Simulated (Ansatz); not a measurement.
# CoSi (P2_13): modes against biaxial strain in the (001) plane, part 2 of 3

Wanted: the shifts of the zone-centre modes of CoSi (P2_13) with strain.

Ansatz 0.2.0; DFT PBEsol, scalar-relativistic, plane waves, PAW; PAW set soft_1.

So far, pressure (GPa): step 2 (bringing the structure to rest) 0.00703; step 3 (tight relaxation) -5.0e-4.

The database entry behind the starting cell differs from later determinations by our own check (0.1 to 0.3 % short, probably kX units), so it need not match the best structure at ambient conditions.

## (4) Zone-centre response at rest

The force constants come from the linear response of the density to a displacement.

The modes at rest are the reference of the series.

input.yaml reads:

```yaml
crystal:
  lattice:
    - [4.3857580508, 0.0, 0.0]
    - [0.0, 4.3857580508, 0.0]
    - [0.0, 0.0, 4.3857580508]
  atoms:
    - { symbol: Si, position: [0.8432709372, 0.8432709372, 0.8432709372] }
    - { symbol: Si, position: [0.6567290628, 0.1567290628, 0.3432709372] }
    - { symbol: Si, position: [0.3432709372, 0.6567290628, 0.1567290628] }
    - { symbol: Si, position: [0.1567290628, 0.3432709372, 0.6567290628] }
    - { symbol: Co, position: [0.1456707251, 0.1456707251, 0.1456707251] }
    - { symbol: Co, position: [0.3543292749, 0.8543292749, 0.6456707251] }
    - { symbol: Co, position: [0.6456707251, 0.3543292749, 0.8543292749] }
    - { symbol: Co, position: [0.8543292749, 0.6456707251, 0.3543292749] }
kpoints:
  mp_grid: { grid: [8, 8, 8] }
hamiltonian:
  xc: pbesol
  pseudopotentials: { kind: paw, azcp: { folder: soft_1 }, xc_functional: pbe }
scf:
  occupations: { method: methfessel_paxton, width: 0.2 }
output:
  eigenvalues: true
phonons:
  method: dfpt
```

Command:

```
ansatz run input.yaml --threads 4 --pin off --max-ram 16384MiB --backend cpu --events-out ev --progress --plain --runs-dir out
```

Numbers of over 12 decimals in the logs are rounded to 6 here.

Output:

```text
[...]
Crystal: 8 atoms, lattice volume = 84.360 Å³
Basis set: ecut = 420 eV, 1647 PW (Γ), exchange–correlation on 60×60×60 points (8 copies of the dense FFT grid, shifted against one another)
Bands: 51, of which v1, the nominal top of the filled ones, is band 42 counted from 1 (41 counted from 0)
Symmetry: 12 space group operations
k-points: 260 of 512 (irreducible under 1 space group operation, time reversal used)
[...]
SCF iter   1: F=—  HF=-22865.152530 eV  |F-HF|=—  |Δ(HF+E_count)|=         —  Δρ=9.63e-2  dr2=8.34e0  ethr=3.10e-3  ⟨swp⟩=6.8  Hψ=51377  notcnv=0  defer=3
[...]
SCF iter  11: F=-22863.779419 eV  HF=-22863.779419 eV  |F-HF|=3.64e-12  |Δ(HF+E_count)|=  3.64e-11  S|Δr|=    0.00e0  Δρ=6.22e-8  dr2=1.89e-12  ethr=1.00e-12  ⟨swp⟩=12.6  Hψ=77033  notcnv=0
SCF 1 converged in 11 iterations: F = -22863.779419 eV  dr2 = 1.89e-12
[...]
DFPT response loops at Γ: preconditioner auto → Kerker (q_TF=auto, 2.726 Å⁻¹) (partly filled bands, converged f_vac=0.000); β = 1.00, the filter's whole step (`scf.mixing.beta` (0.50) is not read by the response loops under this deck's `scf.mixing.preconditioner`; to damp them name `kerker` or `kerker_dos`, under which they read `scf.mixing.beta`, and type it under 1.00, their step now; both keys bind the ground state too); Broyden in place of MSR1
SCF converged after 11 iterations
[...]
Free energy (F): -22863.779419 eV
[...]
Internal energy: -22863.796851 eV  (E = F + TS)
E sigma→0 (E₀):  -22863.783777 eV
Entropy (-TS):   0.017432 eV (2.179 meV/atom)
Fermi energy:    17.155515 eV
[...]
--- Band table (eV; the first three rows and the last of 260) ---
  k-point 0: bands = [... 38 lower, 16.3547, 16.3547, 17.1646, 17.1646, 17.1646, 19.8208, 19.8208, 19.8208, ... 5 higher]
  k-point 1: bands = [... 38 lower, 16.3597, 16.3856, 16.9699, 17.1152, 17.4736, 19.3173, 19.4384, 19.7161, ... 5 higher]
  k-point 2: bands = [... 38 lower, 16.3792, 16.4776, 16.8394, 16.9754, 17.9293, 18.9395, 18.9673, 19.1934, ... 5 higher]
  k-point 259: bands = [... 38 lower, 15.8829, 15.8829, 16.9354, 16.9354, 16.9354, 16.9354, 22.7658, 22.7658, ... 5 higher]
--- Phonons (Γ-DFPT): 2 representative perturbations + reference, on 260 of 512 k-points (Σ response iterations 7) ---
  k mesh reduced under 1 symmetry operation, with k and −k counted as one. Each operation leaves every solved perturbation unchanged. A smaller set is not used because it would not reduce the number of displacements times k-points to solve
  ASR residual: 2.986e-5 → 0.000e0 eV/Å²; symmetrization residual: 1.411e-6 eV/Å²
  ASR residual per site (eV/Å²): 2.99e-5 2.99e-5 2.99e-5 2.99e-5 6.51e-6 6.51e-6 6.51e-6 6.51e-6
  Γ frequencies (cm⁻¹): 0.00 0.00 0.00 200.25 217.69 217.69 234.71 234.71 234.71 256.19 256.19 256.19 322.94 322.94 322.94 326.15 326.15 366.96 366.96 366.96 374.37 437.31 437.31 437.31
  non-analytic LO–TO correction: not included (Born effective charges unavailable; polar crystals: no LO–TO splitting at Γ)
```

Elapsed: 2.2 min, on 4 threads of Arm Neoverse V1, shared host; peak memory 3.5 GiB.

In the SCF lines HF is the Harris–Foulkes energy and dr2 the Hartree energy of the density residual, in eV; the loop may stop once dr2 is under the threshold and the program's other checks hold. Hψ counts applications of the Hamiltonian.

This step gave:

- sum-rule residual before enforcement: 2.99e-5 eV/Å²
- point group: 23
- highest optical mode at the zone centre (no LO-TO term): 437.3 cm⁻¹
- lowest optical zone-centre mode: 200.2 cm⁻¹

Patterns of degenerate modes are one choice out of their space. The modes at Γ (shares of kinetic energy by element, %):

```tsv
mode	frequency (cm⁻¹)	symmetry	Si %	Co %
1	0.0	acoustic	32	68
2	0.0	acoustic	32	68
3	0.0	acoustic	32	68
4	200.2	A	0	100
5	217.7	E	30	70
6	217.7	E	30	70
7	234.7	T	22	78
8	234.7	T	22	78
9	234.7	T	22	78
10	256.2	T	9	91
11	256.2	T	9	91
12	256.2	T	9	91
13	322.9	T	64	36
14	322.9	T	64	36
15	322.9	T	64	36
16	326.1	E	70	30
17	326.1	E	70	30
18	367.0	T	87	13
19	367.0	T	87	13
20	367.0	T	87	13
21	374.4	A	100	0
22	437.3	T	86	14
23	437.3	T	86	14
24	437.3	T	86	14
```

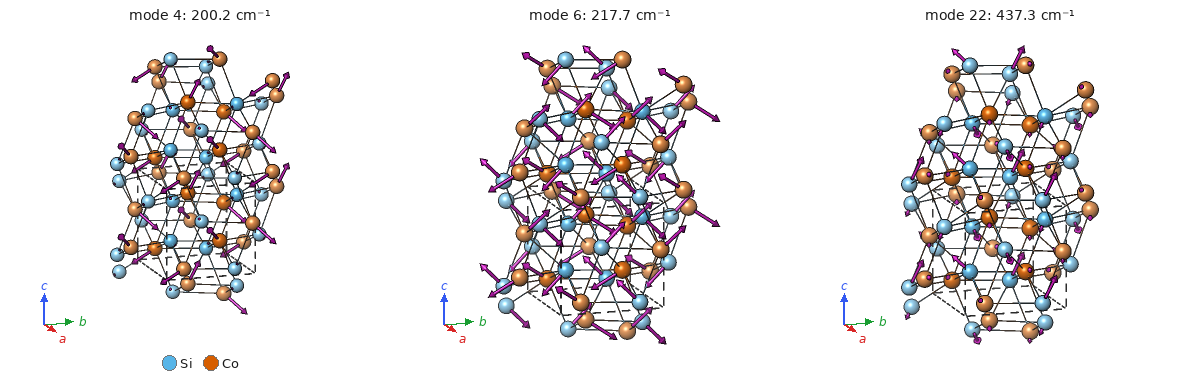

Displacement patterns of modes 4, 6 and 22 at Γ; arrows are exaggerated. 1×1×2 cells are drawn. Some periodic images of atoms are drawn too.

Before it was imposed, the acoustic sum rule was missed by 3.0e-5 eV/Å². Small misses are needed for a sound result but don't prove that mesh and cutoff are converged. The lowest optical mode is real, 200 cm⁻¹.

## (5) Relaxation of a member: biaxial strain of +4 % in the (001) plane

The cell takes a biaxial strain of +4 % in the (001) plane. The strained lengths are held, while the rest of the cell and the atoms relax.

input.yaml reads:

```yaml
crystal:
  lattice:
    - [4.5611883728, 0.0, 0.0]
    - [0.0, 4.5611883728, 0.0]
    - [0.0, 0.0, 4.293189714]
  atoms:
    - { symbol: Si, position: [0.8417334737, 0.8421731985, 0.8445309839] }
    - { symbol: Si, position: [0.6582665263, 0.1578268015, 0.3445309839] }
    - { symbol: Si, position: [0.3417334737, 0.6578268015, 0.1554690161] }
    - { symbol: Si, position: [0.1582665263, 0.3421731985, 0.6554690161] }
    - { symbol: Co, position: [0.1426955097, 0.1437103723, 0.1444968813] }
    - { symbol: Co, position: [0.3573044903, 0.8562896277, 0.6444968813] }
    - { symbol: Co, position: [0.6426955097, 0.3562896277, 0.8555031187] }
    - { symbol: Co, position: [0.8573044903, 0.6437103723, 0.3555031187] }
kpoints:
  mp_grid: { grid: [8, 8, 8] }
hamiltonian:
  xc: pbesol
  pseudopotentials: { kind: paw, azcp: { folder: soft_1 }, xc_functional: pbe }
scf:
  occupations: { method: methfessel_paxton, width: 0.2 }
output:
  forces: true
  stress: true
  eigenvalues: true
relax:
  adjacent_minimum: "off"
  f_tol: 0.001
  max_steps: 60
  cell: { stress_tol: 0.01, fix: [a, b, gamma] }
```

Output:

```text
[...]
Crystal: 8 atoms, lattice volume = 89.317 Å³
Basis set: ecut = 420 eV, 1767 PW (Γ), exchange–correlation on 64×64×60 points (8 copies of the dense FFT grid, shifted against one another)
Bands: 51, of which v1, the nominal top of the filled ones, is band 42 counted from 1 (41 counted from 0)
Symmetry: 4 space group operations
[...]
k-points: 125 of 512 (time reversal used)
[...]
atoms:
    - { symbol: Si, position: [0.841312, 0.841518, 0.845036] }
    - { symbol: Si, position: [0.658688, 0.158482, 0.345036] }
    - { symbol: Si, position: [0.341312, 0.658482, 0.154964] }
    - { symbol: Si, position: [0.158688, 0.341518, 0.654964] }
    - { symbol: Co, position: [0.141074, 0.142635, 0.143811] }
    - { symbol: Co, position: [0.358926, 0.857365, 0.643811] }
    - { symbol: Co, position: [0.641074, 0.357365, 0.856189] }
    - { symbol: Co, position: [0.858926, 0.642635, 0.356189] }
[key lines of the parts left out:]
SCF converged after 6 iterations
Free energy (F): -22863.450097 eV
Fermi energy:    16.150419 eV
P = ⅓ Tr σ = -9.6605 GPa (-96.605 kbar)
```

The job ended after 91 s (4 threads; peak memory 0.71 GiB; 6 min of CPU time).

Step by step:

```tsv
step	energy less that of the first step (eV)	largest force component (eV/Å)	pressure (GPa)	volume (Å³)
1	0.0000	0.0447	-11.24	89.32
2	-0.0041	0.0405	-10.49	89.02
3	-0.0060	0.0163	-9.68	88.73
4	-0.0063	0.0021	-9.66	88.76
5	-0.0063	0.0001	-9.66	88.76
6*	-0.0060	0.0001	-9.66	88.76
```

Relaxation steps marked * repeat the geometry before them on a plane-wave basis chosen anew for their cell, so energy and pressure can jump there.

The run keeps the 4 symmetry operations that it works with, so distortions that break them were not tested.

```tsv
cell as run	before	after	change
a (Å)	4.561	4.561	-0.0 %
b (Å)	4.561	4.561	-0.0 %
c (Å)	4.293	4.266	-0.6 %
volume (Å³/atom)	11.16	11.09	-0.6 %
```

This step gave:

- pressure: -9.661 GPa
- volume per atom: 11.09 Å³

The largest force component left is 0.13 meV/Å.

Between step 3 and this run (relaxing cell and atoms and strain 4 %) the value for the pressure moves from -5.0e-4 GPa to -9.66 GPa.

## (6) Zone-centre modes of the member: biaxial strain of +4 % in the (001) plane

The zone-centre modes follow for biaxial strain of +4 % in the (001) plane.

input.yaml, the sections that differ from step 5:

```yaml
crystal:
  lattice:
    - [4.5611883728, 0.0, 0.0]
    - [0.0, 4.5611883728, 0.0]
    - [0.0, 0.0, 4.2663891125]
  atoms:
    - { symbol: Si, position: [0.8413123183, 0.841517943, 0.8450361224] }
    - { symbol: Si, position: [0.6586876817, 0.158482057, 0.3450361224] }
    - { symbol: Si, position: [0.3413123183, 0.658482057, 0.1549638776] }
    - { symbol: Si, position: [0.1586876817, 0.341517943, 0.6549638776] }
    - { symbol: Co, position: [0.1410743704, 0.1426354003, 0.1438105695] }
    - { symbol: Co, position: [0.3589256296, 0.8573645997, 0.6438105695] }
    - { symbol: Co, position: [0.6410743704, 0.3573645997, 0.8561894305] }
    - { symbol: Co, position: [0.8589256296, 0.6426354003, 0.3561894305] }
output:
  eigenvalues: true
phonons:
  method: dfpt
# kpoints, hamiltonian, scf: as in step 5
# relax: removed
```

Output:

```text
[...]
Crystal: 8 atoms, lattice volume = 88.760 Å³
Basis set: ecut = 420 eV, 1735 PW (Γ), exchange–correlation on 64×64×60 points (8 copies of the dense FFT grid, shifted against one another)
Bands: 51, of which v1, the nominal top of the filled ones, is band 42 counted from 1 (41 counted from 0)
Symmetry: 4 space group operations
k-points: 260 of 512 (irreducible under 1 space group operation, time reversal used)
[...]
SCF iter   1: F=—  HF=-22865.074461 eV  |F-HF|=—  |Δ(HF+E_count)|=         —  Δρ=1.05e-1  dr2=1.04e1  ethr=3.10e-3  ⟨swp⟩=6.7  Hψ=50943  notcnv=0  defer=3
[...]
SCF iter  11: F=-22863.450097 eV  HF=-22863.450097 eV  |F-HF|=1.09e-11  |Δ(HF+E_count)|=  6.18e-11  S|Δr|=    0.00e0  Δρ=1.03e-7  dr2=3.92e-12  ethr=1.00e-12  ⟨swp⟩=12.2  Hψ=72448  notcnv=0
SCF 1 converged in 11 iterations: F = -22863.450097 eV  dr2 = 3.92e-12
[...]
SCF converged after 11 iterations
[...]
Free energy (F): -22863.450097 eV
[...]
Internal energy: -22863.468411 eV  (E = F + TS)
E sigma→0 (E₀):  -22863.454676 eV
Entropy (-TS):   0.018313 eV (2.289 meV/atom)
Fermi energy:    16.150418 eV
[...]
--- Band table (eV; the first three rows and the last of 260) ---
  k-point 0: bands = [... 38 lower, 15.4288, 15.4578, 16.0974, 16.1526, 16.1532, 18.5198, 18.6023, 18.6069, ... 5 higher]
  k-point 1: bands = [... 38 lower, 15.3403, 15.3968, 15.9153, 16.1118, 16.4799, 18.0932, 18.3145, 18.4860, ... 5 higher]
  k-point 2: bands = [... 38 lower, 15.3381, 15.4196, 15.7689, 15.9925, 16.8865, 17.6782, 17.8548, 17.9667, ... 5 higher]
  k-point 259: bands = [... 38 lower, 14.9778, 14.9778, 15.9356, 15.9356, 15.9356, 15.9356, 21.1285, 21.1285, ... 5 higher]
[...]
ASR residual: 3.899e-5 → 0.000e0 eV/Å²; symmetrization residual: 1.058e-6 eV/Å²
[...]
```

It took 4.7 min on 4 threads; peak memory 3.7 GiB.

This step gave:

```yaml
sum_rule_residual_before_enforcement: 3.90e-5 eV/Å²
point_group: 222
highest_optical_mode_at_the_zone_centre_no_lo_to_term: 425.9 cm⁻¹
lowest_optical_zone_centre_mode: 158.0 cm⁻¹
```

Patterns of degenerate modes are one choice out of their space. Modes at Γ, with each element's share of the kinetic energy:

```tsv
mode	frequency (cm⁻¹)	symmetry	Si %	Co %
1	0.0	acoustic	32	68
2	0.0	acoustic	32	68
3	0.0	acoustic	32	68
4	158.0	A	6	94
5	189.5	A	38	62
6	209.7	B1	16	84
7	211.0	B2	22	78
8	220.6	B3	21	79
9	221.6	A	17	83
10	228.2	B3	2	98
11	236.9	B2	25	75
12	237.7	B1	17	83
13	271.5	B1	68	32
14	277.1	B2	46	54
15	277.8	A	75	25
16	297.5	A	75	25
17	310.1	B3	74	26
18	322.2	B2	89	11
19	327.5	B3	91	9
20	345.4	B1	83	17
21	371.7	A	90	10
22	407.0	B3	80	20
23	418.9	B1	85	15
24	425.9	B2	86	14
```

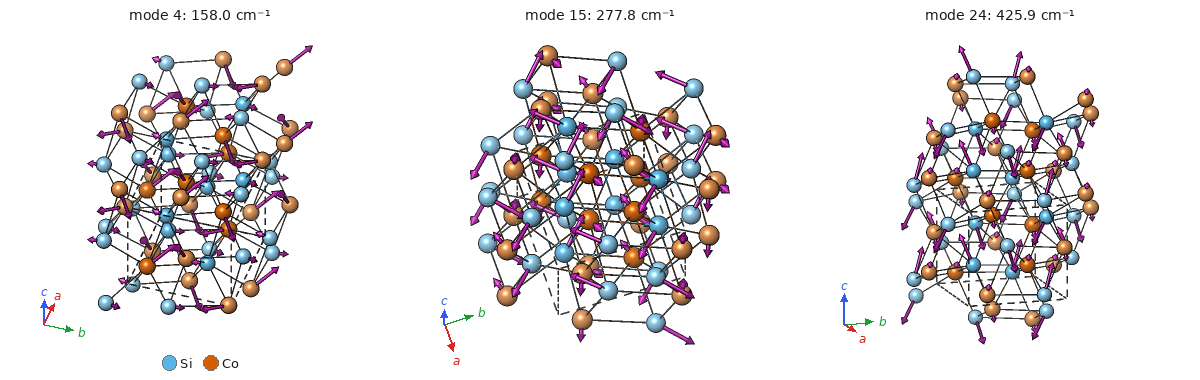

Displacement patterns of modes 4, 15 and 24 at Γ; arrows are exaggerated. 1×1×2 cells are drawn. Some periodic images of atoms are drawn too.

The lowest optical mode is real, 158 cm⁻¹, and the highest lies at 425.9 cm⁻¹.

## (7) Relaxation of a member: biaxial strain of -4 % in the (001) plane

The cell takes a biaxial strain of -4 % in the (001) plane. The strained lengths are held, while the rest of the cell and the atoms relax.

input.yaml reads:

```yaml
crystal:
  lattice:
    - [4.2103277288, 0.0, 0.0]
    - [0.0, 4.2103277288, 0.0]
    - [0.0, 0.0, 4.5030856157]
  atoms:
    - { symbol: Si, position: [0.8454526309, 0.843758296, 0.8424060927] }
    - { symbol: Si, position: [0.6545473691, 0.156241704, 0.3424060927] }
    - { symbol: Si, position: [0.3454526309, 0.656241704, 0.1575939073] }
    - { symbol: Si, position: [0.1545473691, 0.343758296, 0.6575939073] }
    - { symbol: Co, position: [0.1463824665, 0.1466304188, 0.1453891216] }
    - { symbol: Co, position: [0.3536175335, 0.8533695812, 0.6453891216] }
    - { symbol: Co, position: [0.6463824665, 0.3533695812, 0.8546108784] }
    - { symbol: Co, position: [0.8536175335, 0.6466304188, 0.3546108784] }
kpoints:
  mp_grid: { grid: [8, 8, 8] }
hamiltonian:
  xc: pbesol
  pseudopotentials: { kind: paw, azcp: { folder: soft_1 }, xc_functional: pbe }
scf:
  occupations: { method: methfessel_paxton, width: 0.2 }
output:
  forces: true
  stress: true
  eigenvalues: true
relax:
  adjacent_minimum: "off"
  f_tol: 0.001
  max_steps: 60
  cell: { stress_tol: 0.01, fix: [a, b, gamma] }
```

Output:

```text
[...]
Crystal: 8 atoms, lattice volume = 79.826 Å³
Basis set: ecut = 420 eV, 1563 PW (Γ), exchange–correlation on 60×60×64 points (8 copies of the dense FFT grid, shifted against one another)
Bands: 51, of which v1, the nominal top of the filled ones, is band 42 counted from 1 (41 counted from 0)
Symmetry: 4 space group operations
[...]
k-points: 125 of 512 (time reversal used)
[...]
atoms:
    - { symbol: Si, position: [0.846406, 0.843827, 0.842179] }
    - { symbol: Si, position: [0.653594, 0.156173, 0.342179] }
    - { symbol: Si, position: [0.346406, 0.656173, 0.157821] }
    - { symbol: Si, position: [0.153594, 0.343827, 0.657821] }
    - { symbol: Co, position: [0.146122, 0.146865, 0.144923] }
    - { symbol: Co, position: [0.353878, 0.853135, 0.644923] }
    - { symbol: Co, position: [0.646122, 0.353135, 0.855077] }
    - { symbol: Co, position: [0.853878, 0.646865, 0.355077] }
[key lines of the parts left out:]
SCF converged after 7 iterations
Free energy (F): -22863.366196 eV
Fermi energy:    18.067823 eV
P = ⅓ Tr σ = 13.7848 GPa (137.848 kbar)
```

Elapsed: 84 s, on 4 threads; peak memory 0.67 GiB.

Relaxation path:

```tsv
step	energy less that of the first step (eV)	largest force component (eV/Å)	pressure (GPa)	volume (Å³)
1	0.0000	0.0427	16.60	79.83
2	-0.0066	0.0274	15.40	80.17
3	-0.0098	0.0102	13.91	80.61
4	-0.0099	0.0030	13.78	80.66
5	-0.0099	0.0001	13.78	80.66
6*	-0.0103	0.0001	13.78	80.66
```

Relaxation steps marked * repeat the geometry before them on a plane-wave basis chosen anew for their cell, so energy and pressure can jump there.

The run keeps the 4 symmetry operations that it works with, so distortions that break them were not tested.

```tsv
conventional cell, symmetrised	before	after	change
a (Å)	4.210	4.210	+0.0 %
b (Å)	4.210	4.210	+0.0 %
c (Å)	4.503	4.550	+1.0 %
volume (Å³/atom)	9.98	10.08	+1.0 %
```

Final coordinates:

```cif
data_structure
_symmetry_space_group_name_H-M 'P 1'
_symmetry_Int_Tables_number 1
_cell_length_a 4.2103
_cell_length_b 4.2103
_cell_length_c 4.5502
_cell_angle_alpha 90.000
_cell_angle_beta 90.000
_cell_angle_gamma 90.000
_cell_volume 80.66
loop_
_atom_site_label
_atom_site_type_symbol
_atom_site_fract_x
_atom_site_fract_y
_atom_site_fract_z
_atom_site_occupancy
Si1 Si 0.84641 0.84383 0.84218 1
Si2 Si 0.65359 0.15617 0.34218 1
Si3 Si 0.34641 0.65617 0.15782 1
Si4 Si 0.15359 0.34383 0.65782 1
Co5 Co 0.14612 0.14686 0.14492 1
Co6 Co 0.35388 0.85314 0.64492 1
Co7 Co 0.64612 0.35314 0.85508 1
Co8 Co 0.85388 0.64686 0.35508 1
```

Numbers from this step:

```
pressure        : 13.78 GPa
volume per atom : 10.08 Å³
```

The largest force component left is 0.13 meV/Å.

For the pressure, step 5 gave -9.66 GPa; this run, with strain -4 %, gives 13.8 GPa.

[end of part 2 of 3]

[Logs are printed without paths, hosts, clocks, repeated set-up lines and the standing remarks that a program may print on its own settings, such as how far it seeks lower states.]

[Hosts, paths, dates, database ids (printed as entryN), source tags and the programs' standing remarks are cut or masked in the printed files.]
